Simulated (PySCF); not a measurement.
```xyz
2

B     0.0000    0.0000   -1.2881
P     0.0000    0.0000    0.4579
```

Theory: PBE0/x2c-SVPall, spin-free X2C-1e, Gaussian nucleus, at a bond length of 1.746 Å (PySCF 2.14.0).

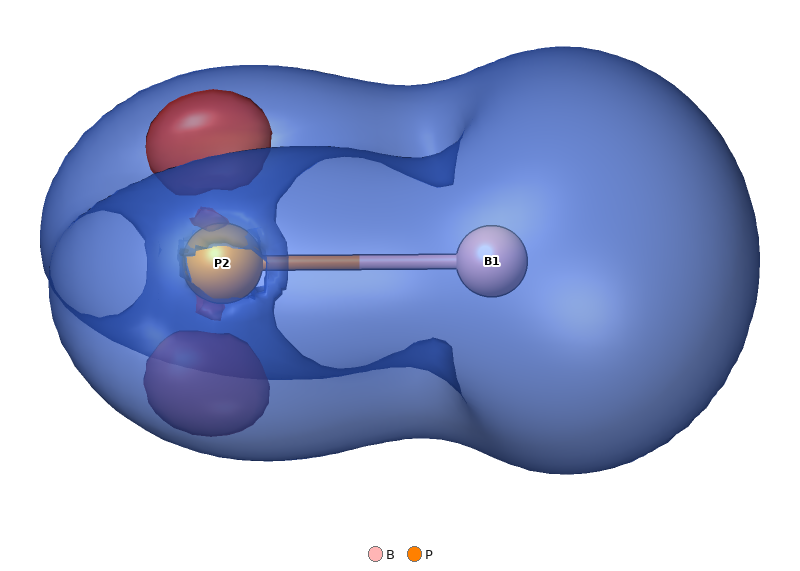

BP (triplet). Isosurfaces of the spin density at +0.02 (blue) and −0.02 e/Å³ (red), seen from one side.

Q: Which atoms carry the spin?

A: The unpaired spin (2 electrons) lies mostly on B1 (about 1.2) and P2 (about 0.8), in electrons by Hirshfeld's partition.
